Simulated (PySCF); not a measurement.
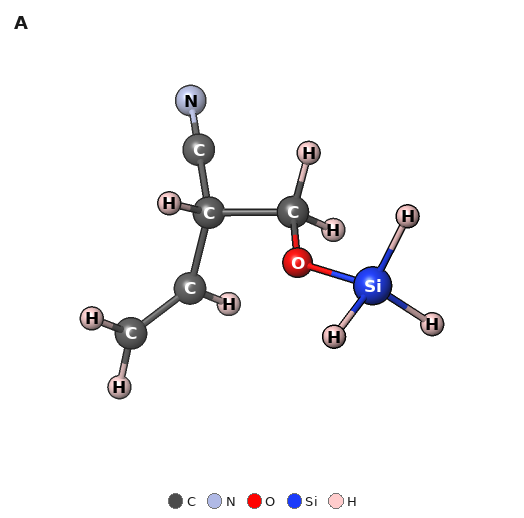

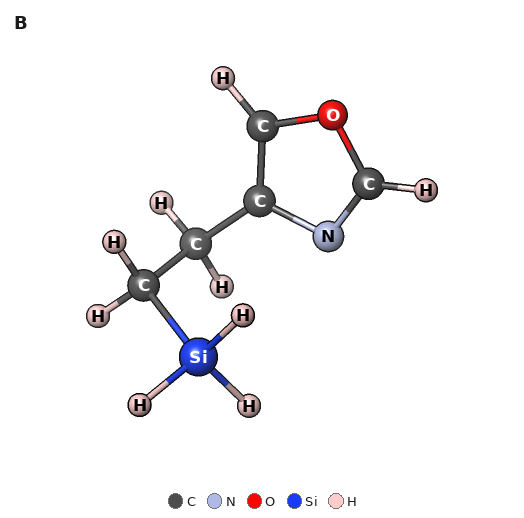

2 stationary structures of one formula. Geometries: GFN2-xTB. Electronic energies: PBE0/pcSseg-1 (PySCF 2.14.0), without zero-point energy. No frequency run is at hand to confirm each as a minimum. Each is one conformer, not always the lowest.

> Which structure is the most stable?

B is lowest; A lies 40.8 kJ/mol above it. A is `C=C[C@H](C#N)CO[SiH3]`, B is `[SiH3]CCc1cocn1`.

The geometry is semi-empirical. Around Si such bond lengths and angles can be off by a tenth of an ångström or more and by several degrees, and values that hang on the shape move with them.
